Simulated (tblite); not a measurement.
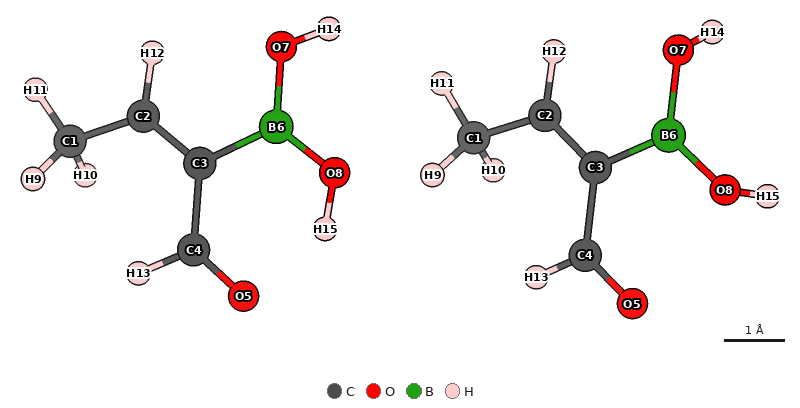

Two geometries of C$_{4}$H$_{7}$BO$_{3}$, drawn at one scale. One is the start of a relaxation, the other its converged end. A ball-and-stick model, seen at a tilt.

Theory: GFN2-xTB geometry optimisation, gas phase in tblite. 

### Which of the two is the end point?

The left one is the relaxed one. The energy falls by 42.1 kcal/mol in 65 geometry steps. The atom that moves furthest after the best rigid fit is H15 (0.93 Å). Largest moves by element: H 0.93 Å, O 0.47 Å, B 0.31 Å, C 0.17 Å. Among the contacts that change: B6–O7 1.458 → 1.354 Å, B6–O8 1.450 → 1.348 Å, C3–C4 1.498 → 1.460 Å, O7–H14 0.995 → 0.958 Å. Bond angles that change, for instance: B6–O7–H14 104.7° → 113.2°, C3–C2–H12 120.2° → 116.4°, C3–C4–O5 121.3° → 124.8°. Groups turn about B6–O8 by about 90°, B6–O7 by about 90°. Cost: 0.61 s on 1 thread of Arm Neoverse N1, on a shared host.
